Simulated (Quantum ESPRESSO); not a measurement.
# Cs (Im-3m): from the cell to the phonon bands, part 3 of 3

How does Cs (Im-3m) vibrate, and is this structure a minimum?

Quantum ESPRESSO 7.5; DFT LDA, scalar-relativistic, plane waves, PseudoDojo norm-conserving pseudopotentials.

So far. Step 5 (Phonons on a q mesh): The acoustic modes at Γ come out as far as 0.3 cm⁻¹ from zero, where they should vanish, a small numerical error. The relaxed cell has a = 5.765 Å (conventional setting).

### 7. Dispersion (continued)

Lowest modes at the softest wavevector of the mesh; phase exp(i q.(R + tau)). Modes at q = (0.000, 0.000, 0.250):

```tsv
mode	frequency (cm⁻¹)
1	5.7
2	16.7
3	27.3
```

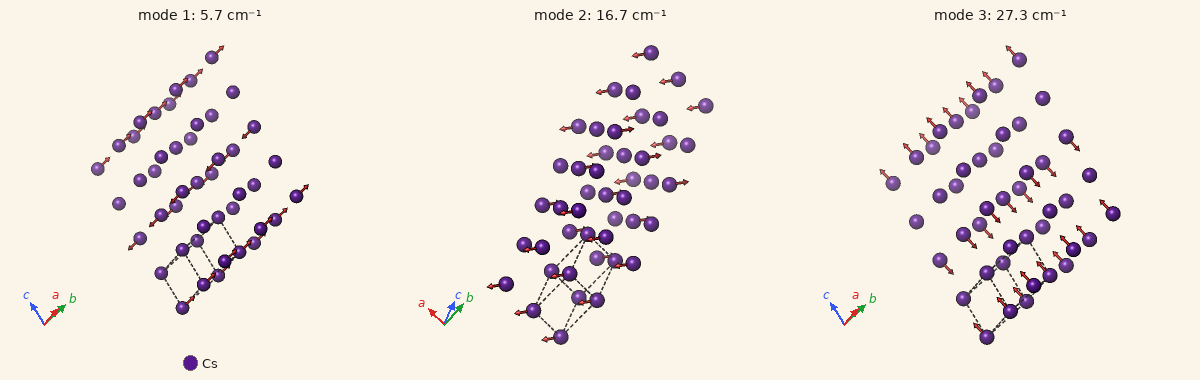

Displacement patterns of modes 1, 2 and 3 at q = (0.000, 0.000, 0.250); arrows are exaggerated. 2×2×4 cells are drawn. The axes are those of the cell as run, not the conventional ones. Some periodic images of atoms are drawn too.

Force constants by pair (phonopy on the run's constants); pairs near half the supercell's span include their periodic images. Pair force constants, by row:

```tsv
atom	neighbour	distance (Å)	third of the trace (eV/Å²)	along the pair's line (eV/Å²)
Cs1	itself	0	0.3605	–
Cs1	Cs	4.993	-0.0413	-0.1399
Cs1	Cs	5.765	-0.011	-0.0312
```

Harmonic mean-square displacement, third of the trace. Mean-square displacements:

```tsv
T (K)	Cs1 U_eq (Å²)
0	0.00625
100	0.06343
300	0.1895
600	0.3788
```

Mode patterns, pair constants, displacements and means over the zone were worked out by phonopy from the force constants of q2r.x.

All branches are real along the path.

### 8. Density of states

Sums over the zone need many more wavevectors than were solved, so the interpolation is sampled on a dense mesh.

Contents of matdyn.in:

```
 &input
    asr='simple',
    flfrc='x.fc',
    dos=.true.,
    fldos='x.dos',
    nk1=11,
    nk2=11,
    nk3=11,
    deltaE=0.3,
 /
```

Launch:

```sh
$ matdyn.x -in matdyn.in > matdyn.out
```

Log:

```text
[banner, memory and clock lines left out]
Program MATDYN v.7.5

 mass for atomic type   1 not given; uses mass from file x.fc
     Message from routine matdyn:
     Z* not found in file x.fc, TO-LO splitting at q=0 will be absent!

Note: The following floating-point exceptions are signalling: IEEE_UNDERFLOW_FLAG
```

Elapsed: 1 s, on 1 thread of Intel Xeon at 2.50GHz (Skylake/Cascade Lake), shared host.

Numbers from this step:

```yaml
share_of_modes_beyond_3i_cm_minus1_on_the_dense_interpolated_mesh: 0
zero_point_energy_per_atom: 4.72 meV
heat_capacity_at_300_k: 24.91 J/(mol atoms K)
vibrational_entropy_at_300_k: 79.63 J/(mol atoms K)
```

The phonon density of states has structure finer than the step of the table below, so its rows give means over 2.5 cm⁻¹, whole bins alone (the curve runs from 0 to 41.1 cm⁻¹). Peaks (cm⁻¹: height): 15.60: 0.104, 28.20: 0.106, 37.20: 0.215.

Tetrahedra. Phonon density of states against wavenumber; means over each step:

```tsv
wavenumber (cm⁻¹)	phonon density of states (1/cm⁻¹/cell)
2.5	0.00190
5.0	0.00616
7.5	0.0218
10.0	0.0570
12.5	0.0803
15.0	0.0968
17.5	0.0839
20.0	0.0772
22.5	0.0864
25.0	0.104
27.5	0.103
30.0	0.0923
32.5	0.0769
35.0	0.0887
37.5	0.177
```

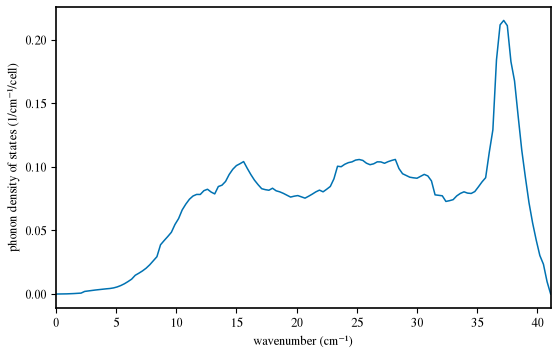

Phonon density of states, plotted against wavenumber.

Harmonic thermodynamic functions per atom, summed over the density of states scaled to three modes an atom; melting is ignored. Thermodynamic functions:

```tsv
T (K)	F_vib (meV/atom)	S (J/mol-atom/K)	C_V (J/mol-atom/K)
0	4.72	0	0
50	-4.85	35.54	23.74
100	-28.1	52.37	24.63
200	-92.28	69.54	24.86
300	-169.9	79.63	24.91
400	-256.4	86.8	24.92
500	-349.3	92.36	24.93
600	-447.5	96.91	24.93
700	-549.9	100.8	24.94
800	-656.1	104.1	24.94
900	-765.5	107	24.94
1000	-877.9	109.6	24.94
```

At 300 K the heat capacity has reached 100 % of the Dulong-Petit value.

### 9. The dispersion under another sum rule (asr no)

The sum rule corrects the force constants themselves, so it can shift branches at any wavevector, low ones most.

Contents of matdyn.in:

```
 &input
    asr='no',
    flfrc='x.fc',
    flfrq='x.freq',
    flvec='x.modes',
    q_in_band_form=.true.,
    q_in_cryst_coord=.true.,
 /
8
  0.0000000   0.0000000   0.0000000   8  ! GAMMA
  0.5000000   0.5000000  -0.5000000   8  ! H
  0.5000000  -0.0000000  -0.5000000   8  ! N
  0.0000000   0.0000000   0.0000000   8  ! GAMMA
  0.7500000   0.2500000  -0.2500000   8  ! P
  0.5000000   0.5000000  -0.5000000   1  ! H
  0.7500000   0.2500000  -0.2500000   8  ! P
  0.5000000  -0.0000000  -0.5000000   1  ! N
```

Launch:

```sh
$ matdyn.x -in matdyn.in > matdyn.out
```

Log:

```text
[banner, memory and clock lines left out]
Program MATDYN v.7.5

 mass for atomic type   1 not given; uses mass from file x.fc
     Message from routine matdyn:
     Z* not found in file x.fc, TO-LO splitting at q=0 will be absent!
     Message from routine matdyn:
     Z* not found in file x.fc, TO-LO splitting at q=0 will be absent!

Note: The following floating-point exceptions are signalling: IEEE_UNDERFLOW_FLAG
```

The job ended after 0.69 s (1 thread).

Numbers from this step:

| Quantity | Value |
| --- | --- |
| lowest frequency on the path | -0.3525 cm⁻¹ |

At the labelled points the branches move by no more than 0.5 cm⁻¹.

### 10. Outcome

```yaml
space_group_after_relaxation: Im-3m
volume_per_atom: 95.8 Å³
q_mesh: 4×4×4
lowest_mode_on_the_q_mesh_acoustic_ones_at_the_zone_centre_apart: 5.71 cm⁻¹
zero_point_energy_per_atom: 4.72 meV
heat_capacity_at_300_k: 24.9 J/(mol atoms K)
vibrational_entropy_at_300_k: 79.6 J/(mol atoms K)
imaginary_modes_on_the_q_mesh: none
```

What this shows: Cs (Im-3m) is dynamically stable on the 4×4×4 mesh; its spectrum reaches 41 cm⁻¹. These are harmonic frequencies at zero temperature: anharmonic shifts and linewidths and thermal expansion are left out. Spin-orbit coupling is left out, which can matter for the heavy elements here. In a metal the frequencies hang on the k mesh and the smearing, most of all near Kohn anomalies.

[Host names and launcher messages were left out of these logs when they were recorded.]

[Logs are printed without paths, hosts, clocks, repeated set-up lines and the standing remarks that a program may print on its own settings, such as how far it seeks lower states.]

[Hosts, paths, dates, database ids (printed as entryN), source tags and the programs' standing remarks are cut or masked in the printed files.]
